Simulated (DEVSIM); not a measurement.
Structure: CdTe p-n junction from an implanted or diffused profile, at 300 K.

| layer (left to right) | material | thickness (μm) | Nd (cm⁻³) | τn (s) | τp (s) |
|---|---|---|---|---|---|
| 1 | CdTe | 15.0 | 1.3e15 | 1.1e-9 | 1.1e-9 |

Added acceptor profile: 2e17 cm⁻³ × exp(−(x − 0 μm)²/(2·(0.024 μm)²)). Left contact: ohmic. Right contact: ohmic. Voltage is applied to the left contact. Recombination: SRH at mid-gap. Mobility is constant in doping.

Constants are typed, rounded textbook-type inputs, not results; the design itself was drawn at random and stands for no fabricated device. Values at 300 K.

| parameter | CdTe |
|---|---|
| gap (eV) | 1.5 |
| affinity (eV) | 4.28 |
| permittivity | 10.2 |
| Nc (cm⁻³) | 8e17 |
| Nv (cm⁻³) | 1.8e19 |
| μn (cm²/Vs) | 1000 |
| μp (cm²/Vs) | 80 |

Model (solved in DEVSIM): 1D drift-diffusion, Boltzmann statistics, complete ionisation; no tunnelling, impact ionisation, image-force lowering or self-heating.

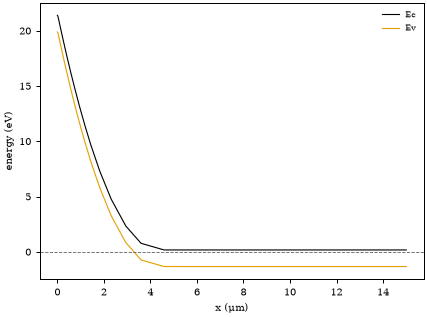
Figure. Band edges at -20.0 V on the left contact

Energies count from the Fermi level of the right contact; mesh points crowd at the junctions.

```json
[
 {"x (μm)": "0.000", "Ec (eV)": "21.384", "Ev (eV)": "19.884", "n (cm⁻³)": "< 1e2", "p (cm⁻³)": "2.0e17", "field (V/cm)": "-23000"},
 {"x (μm)": "0.01685", "Ec (eV)": "21.328", "Ev (eV)": "19.828", "n (cm⁻³)": "< 1e2", "p (cm⁻³)": "2.4e16", "field (V/cm)": "-49000"},
 {"x (μm)": "0.03337", "Ec (eV)": "21.218", "Ev (eV)": "19.718", "n (cm⁻³)": "< 1e2", "p (cm⁻³)": "3.3e14", "field (V/cm)": "-81000"},
 {"x (μm)": "0.05040", "Ec (eV)": "21.067", "Ev (eV)": "19.567", "n (cm⁻³)": "< 1e2", "p (cm⁻³)": "9.5e11", "field (V/cm)": "-94000"},
 {"x (μm)": "0.07200", "Ec (eV)": "20.858", "Ev (eV)": "19.358", "n (cm⁻³)": "< 1e2", "p (cm⁻³)": "3.0e8", "field (V/cm)": "-97000"},
 {"x (μm)": "0.08832", "Ec (eV)": "20.700", "Ev (eV)": "19.200", "n (cm⁻³)": "< 1e2", "p (cm⁻³)": "660000", "field (V/cm)": "-97000"},
 {"x (μm)": "0.1046", "Ec (eV)": "20.541", "Ev (eV)": "19.041", "n (cm⁻³)": "< 1e2", "p (cm⁻³)": "21000", "field (V/cm)": "-97000"},
 {"x (μm)": "0.1351", "Ec (eV)": "20.247", "Ev (eV)": "18.747", "n (cm⁻³)": "< 1e2", "p (cm⁻³)": "20000", "field (V/cm)": "-96000"},
 {"x (μm)": "0.1859", "Ec (eV)": "19.761", "Ev (eV)": "18.261", "n (cm⁻³)": "< 1e2", "p (cm⁻³)": "20000", "field (V/cm)": "-95000"},
 {"x (μm)": "0.2884", "Ec (eV)": "18.799", "Ev (eV)": "17.299", "n (cm⁻³)": "< 1e2", "p (cm⁻³)": "20000", "field (V/cm)": "-93000"},
 {"x (μm)": "0.5126", "Ec (eV)": "16.780", "Ev (eV)": "15.280", "n (cm⁻³)": "210", "p (cm⁻³)": "19000", "field (V/cm)": "-87000"},
 {"x (μm)": "1.190", "Ec (eV)": "11.382", "Ev (eV)": "9.882", "n (cm⁻³)": "680", "p (cm⁻³)": "19000", "field (V/cm)": "-72000"},
 {"x (μm)": "2.315", "Ec (eV)": "4.758", "Ev (eV)": "3.258", "n (cm⁻³)": "2200", "p (cm⁻³)": "16000", "field (V/cm)": "-46000"},
 {"x (μm)": "4.585", "Ec (eV)": "0.167", "Ev (eV)": "-1.333", "n (cm⁻³)": "1.2e15", "p (cm⁻³)": "< 1e2", "field (V/cm)": "-180"},
 {"x (μm)": "10.02", "Ec (eV)": "0.166", "Ev (eV)": "-1.334", "n (cm⁻³)": "1.3e15", "p (cm⁻³)": "< 1e2", "field (V/cm)": "≈ 0"},
 {"x (μm)": "12.52", "Ec (eV)": "0.166", "Ev (eV)": "-1.334", "n (cm⁻³)": "1.3e15", "p (cm⁻³)": "< 1e2", "field (V/cm)": "≈ 0"},
 {"x (μm)": "13.77", "Ec (eV)": "0.166", "Ev (eV)": "-1.334", "n (cm⁻³)": "1.3e15", "p (cm⁻³)": "< 1e2", "field (V/cm)": "≈ 0"},
 {"x (μm)": "14.42", "Ec (eV)": "0.166", "Ev (eV)": "-1.334", "n (cm⁻³)": "1.3e15", "p (cm⁻³)": "< 1e2", "field (V/cm)": "≈ 0"},
 {"x (μm)": "14.79", "Ec (eV)": "0.166", "Ev (eV)": "-1.334", "n (cm⁻³)": "1.3e15", "p (cm⁻³)": "< 1e2", "field (V/cm)": "≈ 0"},
 {"x (μm)": "14.90", "Ec (eV)": "0.166", "Ev (eV)": "-1.334", "n (cm⁻³)": "1.3e15", "p (cm⁻³)": "< 1e2", "field (V/cm)": "≈ 0"},
 {"x (μm)": "14.96", "Ec (eV)": "0.166", "Ev (eV)": "-1.334", "n (cm⁻³)": "1.3e15", "p (cm⁻³)": "< 1e2", "field (V/cm)": "≈ 0"},
 {"x (μm)": "15.00", "Ec (eV)": "0.166", "Ev (eV)": "-1.334", "n (cm⁻³)": "1.3e15", "p (cm⁻³)": "< 1e2", "field (V/cm)": "≈ 0"}
]
```
